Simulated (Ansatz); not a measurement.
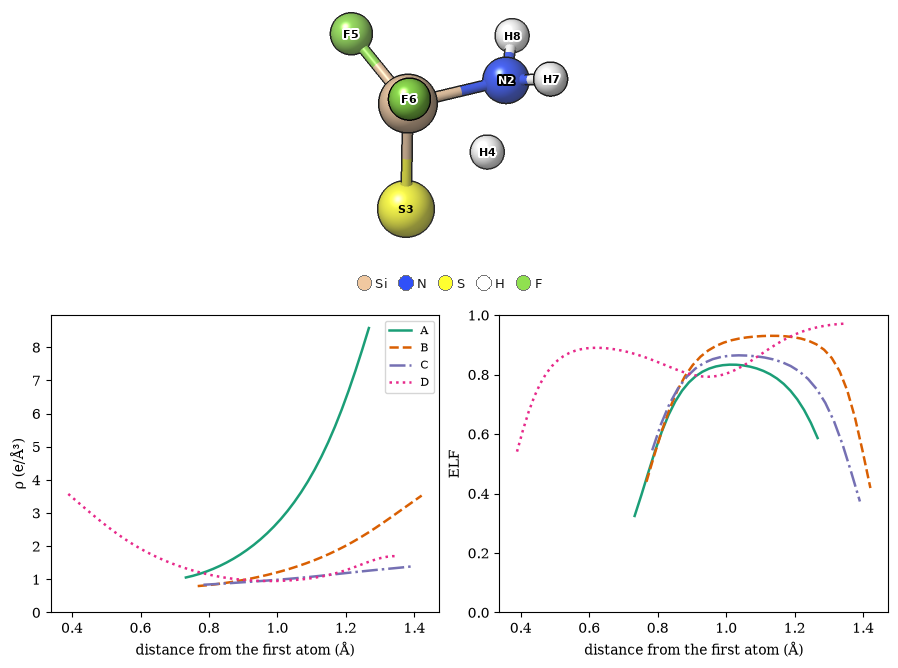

*F2H2NSSi···H. Total electron density and electron localisation function along straight lines between neighbouring atoms. The curves leave out the atomic cores. The structure is drawn too.*

A transition-state structure; geometry: PBE0-D4/def2-TZVP.

The calculation used RKS PBE0-D4/def2-TZVPP in Ansatz.

```tsv
atom	x (Å)	y (Å)	z (Å)
Si	-0.7641	0.1178	0.3526
N	0.9483	-0.1449	-0.1525
S	-1.4241	0.2095	-1.5569
H	0.2200	-0.0394	-1.2877
F	-0.7948	1.3946	1.2891
F	-1.1718	-1.0835	1.3004
H	1.3682	-1.0489	0.0313
H	1.6182	0.5949	0.0237
```

**Which curve belongs to which contact (N–H, Si–F, Si–N and Si–S)? The first atom named is at distance zero.**

Curve A: Si–F (1.58 Å): the density is about 1.2 e/Å³ at the midpoint; the ELF peaks at about 0.85 in the valence shell of F, 0.6 Å from its nucleus, and is about 0.55 at the midpoint. Curve B: Si–N (1.80 Å): the density is about 0.98 e/Å³ at the midpoint; the ELF peaks at about 0.95 between the atoms: a shared but strongly polarised pair. Curve C: Si–S (2.02 Å): ρ is about 1 e/Å³ halfway; the ELF peaks at about 0.85 between the atoms, as expected for localised, covalent bonding. Curve D: N2···H4 (1.35 Å): the density falls to about 0.95 e/Å³ on the way; the ELF climbs to about 0.95 towards the hydrogen, as it does in any bond to H.
